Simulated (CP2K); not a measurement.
**PM6 run of HS− (hydrosulfide)**

Aim: the energy change on altering one bond length of HS− (hydrosulfide) at PM6, from 2 runs. 

The calculation is run with CP2K 2026.2.

3 further runs of the same task are left out: 3 that didn't finish.

### 1 The system as given

The species is HS− (2 atoms), meant as a singlet with charge -1. SMILES: `[SH-]`. The coordinates come from a PBE0-D4/def2-TZVPD relaxation.

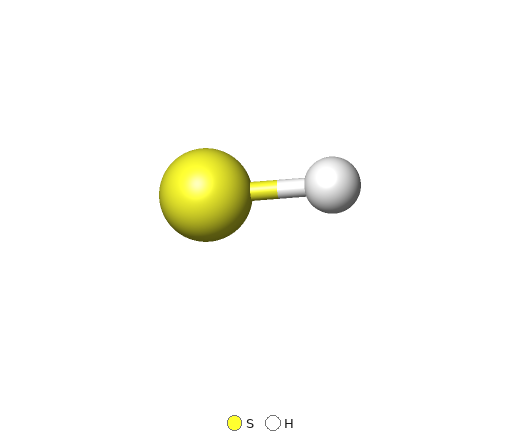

Viewed from a chosen angle; sulfur yellow, hydrogen white.

### 2 Energy and gradient at PM6

The input, run.inp:

```
&GLOBAL
  PROJECT run
  RUN_TYPE ENERGY_FORCE
  PRINT_LEVEL MEDIUM
&END GLOBAL
&FORCE_EVAL
  METHOD Quickstep
  &DFT
    CHARGE -1
    &QS
      METHOD PM6
      EPS_DEFAULT 1.0E-10
      &SE
        &COULOMB
          CUTOFF [angstrom] 50
          RC_RANGE [angstrom] 0
        &END COULOMB
        &EXCHANGE
          CUTOFF [angstrom] 50
          RC_RANGE [angstrom] 0
        &END EXCHANGE
      &END SE
    &END QS
    &POISSON
      PERIODIC NONE
      POISSON_SOLVER ANALYTIC
    &END POISSON
    &SCF
      SCF_GUESS ATOMIC
      EPS_SCF 1.0E-06
      MAX_SCF 100
      ADDED_MOS 8
      &DIAGONALIZATION
        ALGORITHM STANDARD
      &END DIAGONALIZATION
      &MIXING
        METHOD DIRECT_P_MIXING
        ALPHA 0.4
      &END MIXING
    &END SCF
    &PRINT
      &MOMENTS
        PERIODIC F
        REFERENCE COM
        MAX_MOMENT 1
      &END MOMENTS
      &MO ON
        ENERGIES T
        OCCUPATION_NUMBERS T
        NDIGITS 6
        &EACH
          QS_SCF 0
        &END EACH
        ADD_LAST NUMERIC
      &END MO
      &HIRSHFELD OFF
      &END HIRSHFELD
    &END PRINT
  &END DFT
  &SUBSYS
    &CELL
      ABC 13.1 12.4 12.6
      PERIODIC NONE
    &END CELL
    &COORD
      S      0.574700    -0.187900     0.295500
      H     -0.574700     0.187900    -0.295500
    &END COORD
    &TOPOLOGY
      &CENTER_COORDINATES
      &END CENTER_COORDINATES
    &END TOPOLOGY
  &END SUBSYS
  &PRINT
    &FORCES ON
    &END FORCES
  &END PRINT
&END FORCE_EVAL
```

On the command line:

```
$ OMP_NUM_THREADS=1 cp2k.psmp -i run.inp > run.out 2>&1
```

The log of the run:

```text
CP2K| version string:                                       CP2K version 2026.2
[...]
 GLOBAL| Method name                                                        CP2K
[...]
 GLOBAL| Run type                                                   ENERGY_FORCE
[...]
 *** WARNING in qs_environment.F:2210 :: More added MOs requested than     ***
 *** available. The full set of unoccupied MOs will be used. Use           ***
 *** 'ADDED_MOS -1' to always use all available MOs and to get rid of this ***
[...]
                             - Atoms:                                          2
[...]
                             - Spherical basis functions:                     10
[...]
 Number of electrons:                                                          8
[...]
     1 P_Mix/Diag. 0.40E+00    0.0     0.78112735        -5.8624567916 -5.86E+00
[...]
    15 DIIS/Diag.  0.83E-07    0.0     0.00000016        -6.9580209465 -2.79E-12
  *** SCF run converged in    15 steps ***
  Core-core repulsion energy [eV]:                             50.43805847057288
  Core Hamiltonian energy [eV]:                              -317.20751120498647
  Two-electron integral energy [eV]:                          154.86414775312363
  Electronic energy [eV]:                                    -239.77543732842463
  Total energy [eV]:                                         -189.33737885785177
  Atomic reference energy [eV]:                               188.12871017343585
  Heat of formation [kcal/mol]:                               -27.87256421823013
[...]
 SE_DIPOLE| Moment [Debye]          0.96826228      -0.31657644       0.49786237
 SE_DIPOLE| Derivative [a.u.]       0.00000000       0.00000000       0.00000000
 ENERGY| Total FORCE_EVAL ( QS ) energy [hartree]             -6.958020946525030
 FORCES| Atomic forces [hartree/bohr]
 FORCES|   Atom     x               y               z               |f|
 FORCES|      1 -8.59227292E-04  2.80927107E-04 -4.41798616E-04   1.00616977E-03
 FORCES|      2  8.59227292E-04 -2.80927107E-04  4.41798616E-04   1.00616977E-03
 FORCES| Sum     0.00000000E+00  0.00000000E+00  0.00000000E+00
 FORCES| Total atomic force                                       0.00000000E+00
[...]
```

It took 0.2 s on 1 thread of Arm Neoverse V2, shared host.

### 3 The distorted shape

The input, qs.inp:

```
&FORCE_EVAL
  METHOD QUICKSTEP
  &DFT
    CHARGE -1
    ! Quickstep
    &QS
      METHOD PM6
      EPS_DEFAULT 1.0E-10
      &SE
        &COULOMB
          CUTOFF [angstrom] 50
          RC_RANGE [angstrom] 0
        &END COULOMB
        &EXCHANGE
          CUTOFF [angstrom] 50
          RC_RANGE [angstrom] 0
        &END EXCHANGE
      &END SE
    &END QS
    ! cluster boundary conditions
    &POISSON
      PERIODIC NONE
      POISSON_SOLVER ANALYTIC
    &END POISSON
    &SCF
      SCF_GUESS ATOMIC
      EPS_SCF 1.0E-06
      MAX_SCF 100
      ADDED_MOS 8
      &DIAGONALIZATION
        ALGORITHM STANDARD
      &END DIAGONALIZATION
      &MIXING
        METHOD DIRECT_P_MIXING
        ALPHA 0.4
      &END MIXING
    &END SCF
    ! extra output
    &PRINT
      &MOMENTS
        PERIODIC F
        REFERENCE COM
        MAX_MOMENT 1
      &END MOMENTS
      &MO ON
        ENERGIES T
        OCCUPATION_NUMBERS T
        NDIGITS 6
        &EACH
          QS_SCF 0
        &END EACH
        ADD_LAST NUMERIC
      &END MO
      &HIRSHFELD OFF
      &END HIRSHFELD
    &END PRINT
  &END DFT
  ! atoms, cell and kinds
  &SUBSYS
    &CELL
      ABC 13.3 12.4 12.7
      PERIODIC NONE
    &END CELL
    &COORD
      S      0.689671    -0.225490     0.354616
      H     -0.574700     0.187900    -0.295500
    &END COORD
    &TOPOLOGY
      &CENTER_COORDINATES
      &END CENTER_COORDINATES
    &END TOPOLOGY
  &END SUBSYS
  &PRINT
    &FORCES ON
    &END FORCES
  &END PRINT
&END FORCE_EVAL

&GLOBAL
  PROJECT qs
  RUN_TYPE ENERGY_FORCE
  PRINT_LEVEL MEDIUM
&END GLOBAL
```

On the command line:

```
$ OMP_NUM_THREADS=1 cp2k.psmp qs.inp > qs.out
```

The log of the run:

```text
CP2K| version string:                                       CP2K version 2026.2
[...]
 GLOBAL| Method name                                                        CP2K
[...]
 GLOBAL| Run type                                                   ENERGY_FORCE
[...]
 *** WARNING in qs_environment.F:2210 :: More added MOs requested than     ***
 *** available. The full set of unoccupied MOs will be used. Use           ***
 *** 'ADDED_MOS -1' to always use all available MOs and to get rid of this ***
[...]
                             - Atoms:                                          2
[...]
                             - Spherical basis functions:                     10
[...]
 Number of electrons:                                                          8
[...]
     1 P_Mix/Diag. 0.40E+00    0.0     0.78265975        -5.9067803988 -5.91E+00
[...]
    15 DIIS/Diag.  0.96E-07    0.0     0.00000020        -6.9500323251 -2.86E-12
  *** SCF run converged in    15 steps ***
  Core-core repulsion energy [eV]:                             46.88662181351012
  Core Hamiltonian energy [eV]:                              -315.94091986711760
  Two-electron integral energy [eV]:                          159.86860128178517
  Electronic energy [eV]:                                    -236.00661922622498
  Total energy [eV]:                                         -189.11999741271489
  Atomic reference energy [eV]:                               188.12871017343585
  Heat of formation [kcal/mol]:                               -22.85962860770933
[...]
 SE_DIPOLE| Moment [Debye]          1.08844931      -0.35587186       0.55966035
 SE_DIPOLE| Derivative [a.u.]       0.00000000       0.00000000       0.00000000
 ENERGY| Total FORCE_EVAL ( QS ) energy [hartree]             -6.950032325061223
 FORCES| Atomic forces [hartree/bohr]
 FORCES|   Atom     x               y               z               |f|
 FORCES|      1 -4.84364907E-02  1.58364601E-02 -2.49051406E-02   5.67199535E-02
 FORCES|      2  4.84364907E-02 -1.58364601E-02  2.49051406E-02   5.67199535E-02
 FORCES| Sum     0.00000000E+00  0.00000000E+00  0.00000000E+00
 FORCES| Total atomic force                                       0.00000000E+00
[...]
```

Run time: 0.2 s. Hardware: 1 thread of Arm Neoverse V2, shared host.

### 4 Outcome

Level: PM6.

| quantity | value |
| --- | --- |
| first shape: total energy | -6.95802 Eh |
| first shape: HOMO energy | -2.67 eV |
| first shape: LUMO energy | 7.94 eV |
| first shape: HOMO–LUMO gap | 10.61 eV |
| first shape: heat of formation | -27.9 kcal/mol |
| first shape: largest force on an atom | 0.052 eV/Å |
| distorted shape: total energy | -6.95003 Eh |
| distorted shape: HOMO energy | -2.66 eV |
| distorted shape: LUMO energy | 7.77 eV |
| distorted shape: HOMO–LUMO gap | 10.44 eV |
| distorted shape: heat of formation at this unrelaxed shape | -22.9 kcal/mol |
| distorted shape: largest force on an atom | 2.917 eV/Å |
| energy change with the S1–H2 bond stretched from 1.346 to 1.481 Å | 0.217 eV |

**Reading.** With the S1–H2 bond stretched from 1.346 to 1.481 Å the energy rises by 0.22 eV (5.0 kcal/mol). The first shape isn't relaxed at this level, so the change isn't measured from a minimum.
